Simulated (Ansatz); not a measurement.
## Electronic structure of CH5CuSi in real space

The calculation's input:

```
basis:
  gaussian:
    orbitals: def2-TZVPD
crystal:
  periodic: [false, false, false]
  atoms:
    - symbol: C
      position_ang: [0.919128, -0.723628, 1.448535]
    - symbol: Cu
      position_ang: [-0.196895, 2.571749, 1.407844]
    - symbol: Si
      position_ang: [-0.310438, 0.470391, 0.636258]
    - symbol: H
      position_ang: [0.810870, -1.735149, 1.025583]
    - symbol: H
      position_ang: [0.749644, -0.786041, 2.534091]
    - symbol: H
      position_ang: [1.956046, -0.393073, 1.285476]
    - symbol: H
      position_ang: [-0.070557, 0.437276, -0.848918]
    - symbol: H
      position_ang: [-1.692950, -0.091417, 0.829705]
hamiltonian:
  xc: pbe0
output: {forces: true, orbitals: {seedname: orbitals}}
```

Command:

```sh
ansatz run input.yaml --threads 2 --pin off --max-ram 4350MiB --events-out events.jsonl --progress --plain --runs-dir runs
```

Geometry: PBE0-D3(BJ)/def2-SVP.

All numbers below come from isolated molecule in a Gaussian basis; Kohn-Sham density functional theory, functional PBE0 (Ansatz).

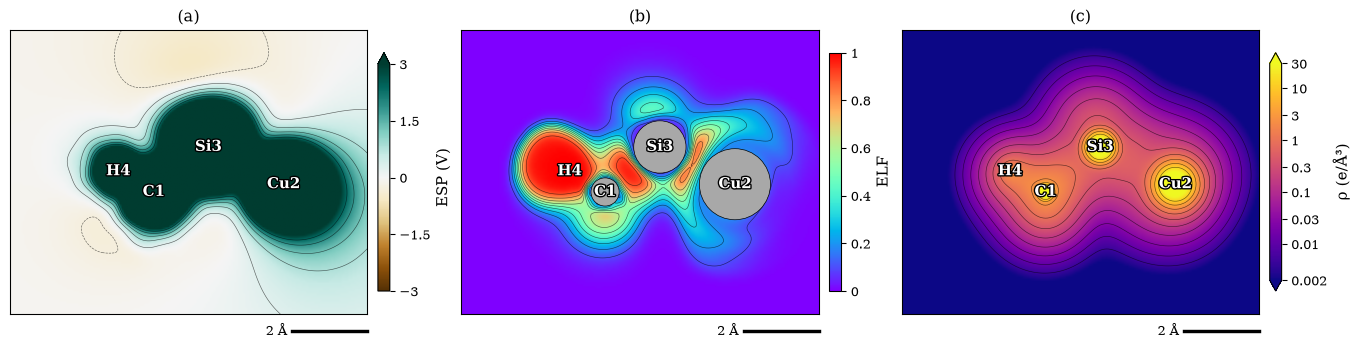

Figure 1. (a) electrostatic potential; (b) electron localisation function; (c) electron density on the plane of atoms Si3, C1 and H4. Grey discs cover the atomic cores in the ELF map.

Describe what can be read from this map.

Answer. Atoms in the plane: C, Cu, Si and H. C–Si (1.90 Å): the density is about 0.91 e/Å³ at the midpoint; the ELF peaks at about 0.95 between the atoms, as expected for a covalent bond. Cu–Si (2.24 Å): ρ at the midpoint is about 0.55 e/Å³; the ELF peaks at about 0.80 between the atoms. C–H (1.10 Å): ρ is about 1.9 e/Å³ halfway; the ELF climbs to about 1 towards the hydrogen, as it does in any bond to H: a covalent bond by its length. Outside the dense part of the molecule the potential is most negative (−0.6 V) near H8, which lies off the plane.

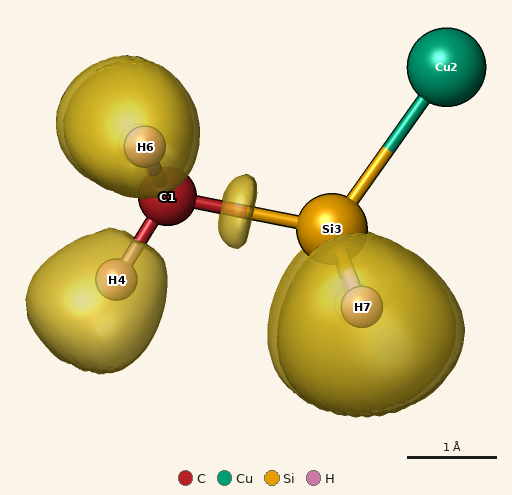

Figure 2. Isosurface of the electron localisation function at 0.9 (yellow), seen across its widest extent. Only the valence region is drawn (cores and ρ < 0.01 e/Å³ removed).

Identify the bonds, lone pairs and shells in this picture.

Answer. The surface consists of one region between bonded C–Si atoms (shared pairs) and five regions around hydrogen nuclei.

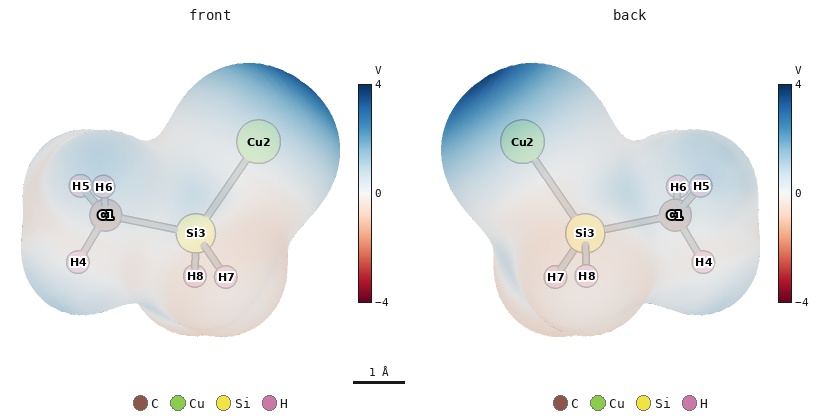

Figure 3. The electrostatic potential painted on the density surface at 0.004 e/bohr³, seen from the front and from behind; red is negative and blue positive.

Where is the surface potential most negative and most positive?

Answer. The most negative region (about −0.5 V) lies over H7 and H8, the most positive (about +3.6 V) over Cu2.

How polar is the molecule by this calculation?

Answer. Its dipole moment is 2.46 D.
